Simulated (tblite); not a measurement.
C2H6F3NSi (charge +1): geometry relaxation (part 2 of 2)

The same run, continued: C2H6F3NSi, charge +1, multiplicity 2; GFN2-xTB geometry optimisation, gas phase (tblite 0.8.0). It belongs to a series of runs on one base structure; here: electron removed.

**Trajectory as extended XYZ, continued**
```
13
Properties=species:S:1:pos:R:3:forces:R:3 step=66 energy=-699.36703
C     1.7352   -0.0286   -0.0788    0.0140  -0.0020  -0.0020
Si    0.0731   -0.4809    0.6883   -0.0100   0.0150   0.0280
N    -0.9022   -1.5632   -0.1867   -0.0040   0.0040   0.0310
C    -0.9793    1.3383    0.1250    0.0070  -0.0060  -0.0020
F    -0.4373    2.3218    0.7985   -0.0040  -0.0100   0.0080
F    -2.2310    1.1540    0.4612    0.0020   0.0330   0.0130
F    -0.8520    1.5187   -1.1665    0.0070  -0.0300  -0.0120
H     2.4250   -0.8657    0.0293    0.0010  -0.0080   0.0020
H     1.6566    0.1997   -1.1440   -0.0080   0.0090   0.0000
H     2.1881    0.8318    0.4164   -0.0120   0.0190  -0.0100
H    -0.2596   -0.5122    2.1021    0.0040  -0.0110  -0.0030
H    -0.7857   -1.7855   -1.1672    0.0070  -0.0140  -0.0370
H    -1.6353   -2.1278    0.2261   -0.0050   0.0000  -0.0150
13
Properties=species:S:1:pos:R:3:forces:R:3 step=73 energy=-699.36832
C     1.7274   -0.0229   -0.0743    0.0010   0.0020  -0.0160
Si    0.0693   -0.4867    0.6965   -0.0340   0.0150   0.0270
N    -0.9009   -1.5659   -0.1882   -0.0060  -0.0110   0.0010
C    -0.9673    1.3379    0.1251   -0.0100  -0.0020   0.0300
F    -0.4144    2.3245    0.7856    0.0420  -0.0050  -0.0370
F    -2.2185    1.1783    0.4747   -0.0210  -0.0090  -0.0240
F    -0.8443    1.4948   -1.1706   -0.0070   0.0010   0.0330
H     2.4234   -0.8553    0.0337    0.0090   0.0240   0.0150
H     1.6388    0.1983   -1.1400   -0.0040  -0.0020  -0.0210
H     2.1710    0.8500    0.4079    0.0020  -0.0180   0.0130
H    -0.2755   -0.5301    2.1070    0.0170  -0.0040  -0.0040
H    -0.7888   -1.7756   -1.1727    0.0150   0.0030  -0.0180
H    -1.6245   -2.1468    0.2188   -0.0040   0.0070   0.0010
13
Properties=species:S:1:pos:R:3:forces:R:3 step=80 energy=-699.36951
C     1.7160   -0.0168   -0.0733    0.0020   0.0010   0.0080
Si    0.0600   -0.4886    0.7031   -0.0040  -0.0050  -0.0010
N    -0.9018   -1.5679   -0.1913    0.0180   0.0000  -0.0230
C    -0.9600    1.3358    0.1292    0.0000  -0.0030  -0.0010
F    -0.3820    2.3229    0.7678    0.0000  -0.0080  -0.0160
F    -2.2130    1.2046    0.4837    0.0100  -0.0010   0.0070
F    -0.8420    1.4718   -1.1697   -0.0100   0.0100   0.0040
H     2.4215   -0.8395    0.0445   -0.0020  -0.0020   0.0010
H     1.6249    0.1950   -1.1414    0.0010  -0.0050   0.0100
H     2.1528    0.8612    0.4054   -0.0080   0.0050  -0.0020
H    -0.2799   -0.5484    2.1135    0.0120   0.0050   0.0000
H    -0.7878   -1.7641   -1.1792    0.0020   0.0080   0.0100
H    -1.6131   -2.1656    0.2113   -0.0200  -0.0040   0.0030
13
Properties=species:S:1:pos:R:3:forces:R:3 step=86 energy=-699.37001
C     1.7099   -0.0145   -0.0688    0.0010  -0.0020  -0.0010
Si    0.0559   -0.4936    0.7068    0.0050   0.0000  -0.0070
N    -0.8995   -1.5718   -0.1950   -0.0080   0.0000   0.0040
C    -0.9558    1.3332    0.1269    0.0020   0.0020   0.0020
F    -0.3622    2.3177    0.7546    0.0020   0.0100   0.0030
F    -2.2051    1.2129    0.4976   -0.0010  -0.0030   0.0060
F    -0.8528    1.4669   -1.1733   -0.0100  -0.0100  -0.0020
H     2.4205   -0.8319    0.0526    0.0040   0.0000   0.0060
H     1.6164    0.1901   -1.1378    0.0090   0.0010  -0.0020
H     2.1389    0.8699    0.4048    0.0000  -0.0010  -0.0010
H    -0.2722   -0.5503    2.1197   -0.0050  -0.0010  -0.0030
H    -0.7789   -1.7618   -1.1830    0.0000  -0.0010  -0.0030
H    -1.6194   -2.1663    0.1986    0.0020   0.0050  -0.0030
13
Properties=species:S:1:pos:R:3:forces:R:3 step=93 energy=-699.37044
C     1.7106   -0.0149   -0.0668   -0.0010   0.0080   0.0050
Si    0.0547   -0.4972    0.7026    0.0020   0.0010   0.0060
N    -0.9020   -1.5723   -0.2014    0.0030   0.0110   0.0060
C    -0.9526    1.3334    0.1309   -0.0120  -0.0130  -0.0080
F    -0.3453    2.3231    0.7369   -0.0030  -0.0040  -0.0120
F    -2.1946    1.2182    0.5262   -0.0160   0.0050   0.0240
F    -0.8774    1.4512   -1.1727    0.0120   0.0100  -0.0080
H     2.4278   -0.8243    0.0693   -0.0010   0.0010  -0.0040
H     1.6265    0.1836   -1.1377    0.0000  -0.0180  -0.0030
H     2.1259    0.8776    0.4032    0.0170   0.0080   0.0110
H    -0.2773   -0.5514    2.1151   -0.0010  -0.0080  -0.0060
H    -0.7735   -1.7625   -1.1882   -0.0060  -0.0080  -0.0140
H    -1.6272   -2.1641    0.1864    0.0060   0.0060   0.0030
13
Properties=species:S:1:pos:R:3:forces:R:3 step=99 energy=-699.37090
C     1.7170   -0.0143   -0.0637    0.0120  -0.0040   0.0010
Si    0.0584   -0.4958    0.6987   -0.0030  -0.0010   0.0030
N    -0.9045   -1.5640   -0.2074    0.0120  -0.0080  -0.0160
C    -0.9585    1.3311    0.1317   -0.0080   0.0140   0.0030
F    -0.3454    2.3265    0.7231   -0.0080  -0.0200  -0.0110
F    -2.1945    1.2149    0.5480    0.0180   0.0100  -0.0160
F    -0.8986    1.4424   -1.1735   -0.0150   0.0000   0.0190
H     2.4335   -0.8232    0.0801    0.0020   0.0000   0.0060
H     1.6402    0.1731   -1.1374   -0.0050   0.0070   0.0100
H     2.1312    0.8803    0.4048    0.0010  -0.0060  -0.0130
H    -0.2762   -0.5578    2.1100   -0.0020  -0.0020   0.0010
H    -0.7710   -1.7651   -1.1920   -0.0090   0.0050   0.0120
H    -1.6359   -2.1477    0.1812    0.0040   0.0050  -0.0010
13
Properties=species:S:1:pos:R:3:forces:R:3 step=106 energy=-699.37119
C     1.7185   -0.0128   -0.0572    0.0020  -0.0010   0.0000
Si    0.0570   -0.4992    0.6962   -0.0010   0.0040   0.0010
N    -0.9033   -1.5649   -0.2155    0.0010  -0.0020  -0.0020
C    -0.9588    1.3315    0.1319    0.0020  -0.0040   0.0010
F    -0.3239    2.3273    0.6979    0.0050   0.0040   0.0040
F    -2.1856    1.2316    0.5762   -0.0090  -0.0030   0.0010
F    -0.9280    1.4285   -1.1751   -0.0030  -0.0020  -0.0070
H     2.4394   -0.8145    0.1031    0.0020  -0.0020  -0.0040
H     1.6472    0.1623   -1.1331    0.0010  -0.0030   0.0000
H     2.1229    0.8907    0.4020    0.0000   0.0000   0.0010
H    -0.2810   -0.5702    2.1062   -0.0020   0.0020   0.0020
H    -0.7797   -1.7554   -1.2033    0.0000   0.0070   0.0070
H    -1.6291   -2.1544    0.1745    0.0010  -0.0010  -0.0040
```

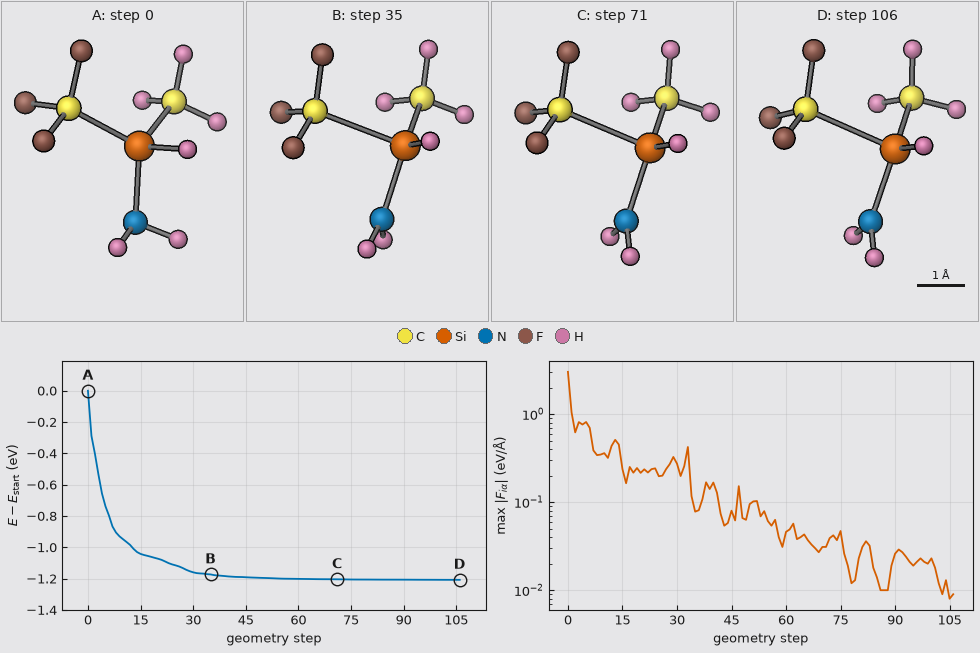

**Figure 1.** Frames of the relaxation (ball-and-stick view, seen at a tilt) above the curves, on which the letters mark them (steps are counted from 0).

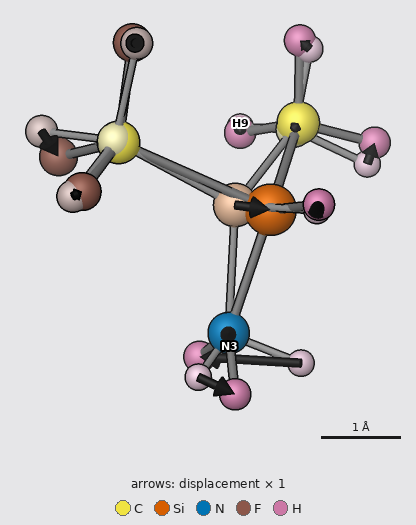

**Figure 2.** Start (faint) and end (solid) with the displacements as black arrows, at true length (ball-and-stick view, seen at a tilt). The two geometries are laid on each other by the best rigid fit. After 106 geometry steps the energy has fallen by 1.207 eV. Largest force component: 3 eV/Å at the start, 0.009 eV/Å at the end. The atom that moves furthest after the best rigid fit is H12 (1.38 Å). Largest moves by element: H 1.38 Å, Si 0.48 Å, F 0.42 Å, N 0.26 Å, C 0.12 Å. Among the contacts that change: Si2–C4 1.850 → 2.168 Å, C4–F5 1.360 → 1.310 Å, Si2–H11 1.495 → 1.452 Å, C4–F7 1.350 → 1.311 Å. Among the angles that change: N3–Si2–C4 118.6° → 97.2°, C1–Si2–H11 106.5° → 127.2°, C1–Si2–C4 111.2° → 95.2°. (Atoms are counted from 1 in the order of the input.)

This output came from the following input.

**The input**
```
{"job": {"kind": "relax", "xc": "GFN2-xTB", "basis": "xTB"}, "charge": 1, "multiplicity": 2}
C      1.677500    -0.052300    -0.163700
Si    -0.116800    -0.230000     0.345100
N     -0.763300    -1.606900    -0.463200
C     -1.014700     1.381400     0.207500
F     -0.468300     2.319000     1.026500
F     -2.320900     1.244100     0.574800
F     -0.993000     1.864100    -1.053000
H      2.225100    -0.980400    -0.018700
H      1.748000     0.230100    -1.216200
H      2.161800     0.723400     0.434100
H     -0.112100    -0.715200     1.759400
H     -0.282600    -2.444900    -0.165100
H     -1.745200    -1.731900    -0.163500
```

The first line tells a small driver script what to run in tblite; the rest is the geometry in Å.

Command:
```bash
OMP_NUM_THREADS=1 python <driver script> task.json out
```

**Results in brief**

| quantity | value |
| --- | --- |
| outcome | converged |
| total energy | −699.3712 eV |
| hardware | 1 CPU thread, shared host |
| wall time | 0.67 s |
| peak memory | 0.18 GiB |
